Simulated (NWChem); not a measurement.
**One shape, several levels: C3H3NS (thiazole)**

We compute a comparison of 6 runs (PBE/6-31G*, PBE0/6-31G*, r2SCAN/6-31G*, M06-L/6-31G*, SVWN5/6-31G*, revPBE/6-31G*) of C3H3NS (thiazole). 

Program for the calculation: NWChem 7.3.0.

## (1) The molecule

C3H3NS has 8 atoms, charge 0, and is taken as a singlet. As SMILES, `c1cscn1`. The coordinates come from a PBE0-D4/def2-TZVP relaxation.

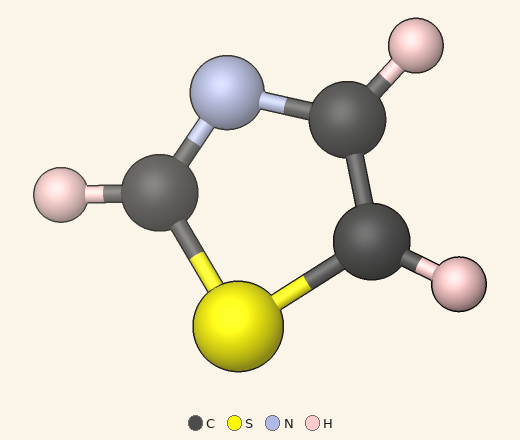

The structure, seen from a chosen angle (carbon dark grey, sulfur yellow, nitrogen light blue, hydrogen pink).

## (2) Energy and gradient at PBE/6-31G(d) (spherical functions) (run 1)

Contents of run.py:

```python
from ase import Atoms
from ase.calculators.nwchem import NWChem

molecule = Atoms(['C', 'C', 'S', 'C', 'N', 'H', 'H', 'H'], positions=[
    [-0.315900, 0.794600, 0.466600],
    [0.996500, 0.480400, 0.288700],
    [1.117900, -0.982000, -0.578300],
    [-0.594400, -1.067400, -0.640100],
    [-1.212700, -0.085900, -0.061700],
    [-0.675700, 1.673200, 0.985500],
    [1.870300, 1.021500, 0.615600],
    [-1.093800, -1.891400, -1.132100],
])

calc = NWChem(
    label='c3h3ns',
    theory='dft',
    memory='2200 mb',
    basis='6-31G*',
    basispar='spherical bse',
    dft={'xc': 'xpbe96 cpbe96', 'mult': '1', 'grid': 'xfine', 'convergence': 'energy 1e-08', 'iterations': '100', 'mulliken': None, 'print': 'low'},
)
molecule.calc = calc

forces = molecule.get_forces()
print("Total energy (eV):", round(molecule.get_potential_energy(), 6))
print("forces (eV/A):")
for s, f in zip(molecule.symbols, forces):
    print(f"{s:2s} {f[0]:10.5f} {f[1]:10.5f} {f[2]:10.5f}")
```

Launch:

```
$ export ASE_NWCHEM_COMMAND="nwchem PREFIX.nwi > PREFIX.nwo"
$ python run.py
```

The log of the run:

```text
Total energy (eV): -15473.709432
forces (eV/A):
C    -0.36263    0.32324    0.18913
C     0.51581    0.24698    0.15005
S     1.09771   -0.67821   -0.39513
C    -0.25017   -0.51957   -0.30956
N    -1.03893    0.41852    0.24153
H    -0.13560    0.31938    0.18887
H     0.33316    0.18923    0.11416
H    -0.15936   -0.29948   -0.17910
```

The calculator wrote c3h3ns.nwi:

```
title "c3h3ns"

permanent_dir c3h3ns

scratch_dir c3h3ns

start c3h3ns

geometry units angstrom nocenter noautosym noautoz
  C  -3.1590000000000001e-01 7.9459999999999997e-01 4.6660000000000001e-01
  C  9.9650000000000005e-01 4.8039999999999999e-01 2.8870000000000001e-01
  S  1.1178999999999999e+00 -9.8199999999999998e-01 -5.7830000000000004e-01
  C  -5.9440000000000004e-01 -1.0673999999999999e+00 -6.4010000000000000e-01
  N  -1.2126999999999999e+00 -8.5900000000000004e-02 -6.1699999999999998e-02
  H  -6.7569999999999997e-01 1.6732000000000000e+00 9.8550000000000004e-01
  H  1.8703000000000001e+00 1.0215000000000001e+00 6.1560000000000004e-01
  H  -1.0938000000000001e+00 -1.8914000000000000e+00 -1.1321000000000001e+00
end

memory 2200 mb

basis spherical bse noprint
   * library 6-31G*
end

dft
  xc xpbe96 cpbe96
  mult 1
  grid xfine
  convergence energy 1e-08
  iterations 100
  mulliken
  print low
end

task dft gradient
```

c3h3ns.nwo:

```text
Northwest Computational Chemistry Package (NWChem) 7.3.0
             --------------------------------------------------------

           Job information
           ---------------

    nwchem branch   = 7.3.0
    use scalapack   = T
    input           = c3h3ns.nwi
    prefix          = c3h3ns.
    data base       = c3h3ns/c3h3ns.db
    status          = startup
    nproc           =        1

           Memory information
           ------------------

    heap     =     72089598 doubles =      550.0 Mbytes
    stack    =     72089595 doubles =      550.0 Mbytes
    global   =    144179200 doubles =     1100.0 Mbytes (distinct from heap & stack)
    total    =    288358393 doubles =     2200.0 Mbytes
    verify   = yes
    hardfail = no

[... 38 lines left out ...]
            Nuclear Dipole moment (a.u.)
[... 76 lines left out ...]
   convergence    iter        energy       DeltaE   RMS-Dens  Diis-err    time
[... 15 lines left out ...]
         Total DFT energy =     -568.648337786652
      One electron energy =    -1189.452622285615
           Coulomb energy =      463.970711034662
    Exchange-Corr. energy =      -49.653372785307
 Nuclear repulsion energy =      206.486946249608
[... 21 lines left out ...]
    Atom       Charge   Shell Charges
 -----------   ------   -------------------------------------------------------
    1 C    6     6.13   1.99  0.53  1.87  0.39  1.22  0.12
    2 C    6     6.32   1.99  0.57  1.89  0.43  1.36  0.08
    3 S   16    15.64   2.00  1.99  5.89  1.03  2.74  0.55  1.33  0.11
[... 4 lines of this table left out ...]
    8 H    1     0.84   0.49  0.36

                         DFT ENERGY GRADIENTS

    atom               coordinates                        gradient
                 x          y          z           x          y          z
   1 C      -0.596964   1.501576   0.881746    0.007052  -0.006286  -0.003678
   2 C       1.883112   0.907824   0.545564   -0.010031  -0.004803  -0.002918
   3 S       2.112525  -1.855711  -1.092829   -0.021347   0.013189   0.007684
[... 4 lines of this table left out ...]
   8 H      -2.066982  -3.574228  -2.139359    0.003099   0.005824   0.003483

 Task  times  cpu:       43.7s     wall:       43.7s
 Total times  cpu:       43.8s     wall:       43.8s
```

Run time: 45 s. Hardware: 1 thread of Intel Xeon Platinum 8488C (Sapphire Rapids), shared host; peak memory 0.13 GiB.

## (3) Energy and forces at PBE0/6-31G(d) (spherical functions) (run 2)

Contents of c3h3ns.nw:

```
start c3h3ns
title "C3H3NS"
memory 2200 mb
charge 0

geometry noautosym nocenter noautoz
  C    -0.315900    0.794600    0.466600
  C     0.996500    0.480400    0.288700
  S     1.117900   -0.982000   -0.578300
  C    -0.594400   -1.067400   -0.640100
  N    -1.212700   -0.085900   -0.061700
  H    -0.675700    1.673200    0.985500
  H     1.870300    1.021500    0.615600
  H    -1.093800   -1.891400   -1.132100
end

basis spherical bse
  * library 6-31G*
end

dft
  xc pbe0
  grid xfine
  convergence energy 1e-08
  iterations 100
  mulliken
  print low
end

task dft gradient
```

Launch:

```
$ nwchem c3h3ns.nw > c3h3ns.out
```

The log of the run:

```text
[...]
 d= 0,ls=0.0,diis     1   -568.6255486729 -7.75D+02  1.28D-02  5.14D-01     3.4
[...]
 d= 0,ls=0.0,diis    11   -568.6914446114 -8.72D-10  6.39D-07  2.46D-09    33.1
         Total DFT energy =     -568.691444611369
      One electron energy =    -1189.350539603679
           Coulomb energy =      463.869954075154
    Exchange-Corr. energy =      -49.697805332453
 Nuclear repulsion energy =      206.486946249608
[...]
      Total Density - Mulliken Population Analysis
     ---------------------------------------------
    Atom       Charge   Shell Charges
 -----------   ------   -------------------------------------------------------
    1 C    6     5.99   2.00  0.69  2.05  0.43  0.76  0.06
    2 C    6     6.42   2.00  0.68  2.04  0.61  1.06  0.04
    3 S   16    15.70   2.00  2.00  5.97  1.36  3.02  0.45  0.81  0.10
    4 C    6     6.20   2.00  0.69  2.01  0.53  0.90  0.06
    5 N    7     7.33   2.00  0.81  2.39  0.87  1.22  0.04
    6 H    1     0.81   0.52  0.28
    7 H    1     0.78   0.51  0.26
    8 H    1     0.78   0.52  0.26
[...]
                         DFT ENERGY GRADIENTS
    atom               coordinates                        gradient
                 x          y          z           x          y          z
   1 C      -0.596964   1.501576   0.881746    0.001121  -0.002096  -0.001229
   2 C       1.883112   0.907824   0.545564   -0.002475  -0.003870  -0.002317
   3 S       2.112525  -1.855711  -1.092829   -0.009528   0.006727   0.003926
   4 C      -1.123253  -2.017094  -1.209614    0.003799   0.001343   0.000812
   5 N      -2.291671  -0.162327  -0.116596    0.007168  -0.001006  -0.000549
   6 H      -1.276888   3.161890   1.862325    0.000752  -0.001299  -0.000772
   7 H       3.534355   1.930355   1.163315   -0.001669  -0.001025  -0.000612
   8 H      -2.066982  -3.574228  -2.139359    0.000832   0.001225   0.000741
 Task  times  cpu:       39.9s     wall:       39.9s
 Total times  cpu:       39.9s     wall:       39.9s
```

Wall time 41 s (1 thread of Intel Xeon Platinum 8488C (Sapphire Rapids), shared host); peak memory 0.14 GiB.

Runs 3 to 5 aren't shown in full; the table further down has their settings and results.

## (4) Energy and forces at revPBE/6-31G(d) (spherical functions) (run 6)

Contents of c3h3ns.xyz:

```xyz
8

C     -0.315900     0.794600     0.466600
C      0.996500     0.480400     0.288700
S      1.117900    -0.982000    -0.578300
C     -0.594400    -1.067400    -0.640100
N     -1.212700    -0.085900    -0.061700
H     -0.675700     1.673200     0.985500
H      1.870300     1.021500     0.615600
H     -1.093800    -1.891400    -1.132100
```

Contents of c3h3ns.nw:

```
start c3h3ns
memory 2200 mb
charge 0
geometry units angstrom noautosym nocenter noautoz
   load c3h3ns.xyz
end
basis spherical bse
   * library 6-31G*
end
dft
   xc revpbe cpbe96
   grid xfine
   convergence energy 1e-08
   iterations 100
   mulliken
end
task dft gradient
```

Launch:

```
$ nwchem c3h3ns.nw > c3h3ns.out
```

The log of the run:

```text
[...]
          Wavefunction type:  closed shell.
          No. of atoms     :     8
          No. of electrons :    44
[...]
          Charge           :     0
          Spin multiplicity:     1
[...]
          AO basis - number of functions:    80
[...]
              XC Information
              --------------
                        RevPBE Exchange Functional  1.000
            Perdew 1991 LDA Correlation Functional  1.000 local
           PerdewBurkeErnz. Correlation Functional  1.000 non-local
[...]
 d= 0,ls=0.0,diis     1   -568.8406226571 -7.75D+02  1.81D-02  6.07D-01     3.5
[...]
 d= 0,ls=0.0,diis    12   -568.9131490204 -3.69D-10  5.83D-07  3.14D-09    36.1
         Total DFT energy =     -568.913149020380
      One electron energy =    -1189.448104478788
           Coulomb energy =      463.973047881352
    Exchange-Corr. energy =      -49.925038672552
 Nuclear repulsion energy =      206.486946249609
[...]
      Total Density - Mulliken Population Analysis
     ---------------------------------------------
    Atom       Charge   Shell Charges
 -----------   ------   -------------------------------------------------------
    1 C    6     5.97   2.00  0.70  2.07  0.43  0.73  0.05
    2 C    6     6.38   2.00  0.69  2.05  0.61  1.00  0.03
    3 S   16    15.71   2.00  2.00  5.97  1.37  3.03  0.44  0.81  0.09
    4 C    6     6.18   2.00  0.70  2.03  0.53  0.87  0.05
    5 N    7     7.29   2.00  0.81  2.40  0.86  1.17  0.04
    6 H    1     0.84   0.53  0.31
    7 H    1     0.81   0.52  0.28
    8 H    1     0.81   0.53  0.28
[...]
  wavefunction    = closed shell
                         DFT ENERGY GRADIENTS
    atom               coordinates                        gradient
                 x          y          z           x          y          z
   1 C      -0.596964   1.501576   0.881746    0.007684  -0.009569  -0.005622
   2 C       1.883112   0.907824   0.545564   -0.013249  -0.006433  -0.003907
   3 S       2.112525  -1.855711  -1.092829   -0.024574   0.015770   0.009194
   4 C      -1.123253  -2.017094  -1.209614    0.005267   0.013265   0.007898
   5 N      -2.291671  -0.162327  -0.116596    0.025590  -0.008726  -0.005010
   6 H      -1.276888   3.161890   1.862325    0.002779  -0.006519  -0.003855
   7 H       3.534355   1.930355   1.163315   -0.006806  -0.003857  -0.002328
   8 H      -2.066982  -3.574228  -2.139359    0.003308   0.006068   0.003629
[...]
```

Run time: 44 s. Hardware: 1 thread of Intel Xeon Platinum 8488C (Sapphire Rapids), shared host; peak memory 0.13 GiB.

## (5) The series

```csv
run,level,energy (Eh),largest force (eV/Å),wall time
1,PBE/6-31G* (spherical functions),-568.648338,1.349,45 s
2,PBE0/6-31G* (spherical functions),-568.691445,0.633,41 s
3,r2SCAN/6-31G* (spherical functions),-568.904694,0.969,56 s
4,M06-L/6-31G* (spherical functions),-569.004015,0.796,63 s
5,SVWN5/6-31G* (spherical functions),-566.158702,0.663,24 s
6,revPBE/6-31G* (spherical functions),-568.913149,1.574,44 s
```

## (6) What came out

| quantity | value |
| --- | --- |
| run 6: total energy | -568.91315 Eh |
| run 6: dipole moment | 1.38 D |
| run 6: HOMO energy | -6.01 eV |
| run 6: LUMO energy | -1.32 eV |
| run 6: HOMO–LUMO gap | 4.68 eV |
| run 6: largest force on an atom | 1.574 eV/Å |

Over runs 4, 5, 6 the dipole moment (its size) runs from 1.38 D (revPBE/6-31G*) to 1.47 D (M06-L/6-31G*). Over runs 4, 5, 6 the HOMO–LUMO gap runs from 4.66 eV (SVWN5/6-31G*) to 4.97 eV (M06-L/6-31G*). Totals of different functionals can't be ranked against each other. All runs together took 4.5 min, the longest 63 s.
